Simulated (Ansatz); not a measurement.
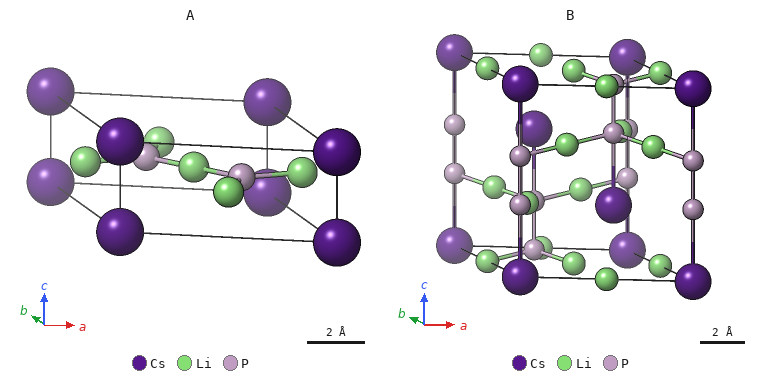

Two structures of CsLi$_{3}$P$_{2}$, each relaxed to rest (conventional cells in solid outline, small ones repeated, not to one scale). Method: DFT PBE, scalar-relativistic, plane waves, PAW in Ansatz 0.2.0, without spin polarisation.

Question: Characterise the two forms.

Answer: A: 6 atoms a cell on a primitive hexagonal lattice, P6/mmm. B: 18 atoms a cell on a rhombohedral (trigonal R) lattice, R-3m.

Question: Compare their energies: which is lower?

Answer: B is lower, by 346 meV/atom at this level of theory (energies at zero smearing). Volumes: A 29.7, B 28.7 Å³/atom.

One or both may be structure types tried for this composition rather than known phases.
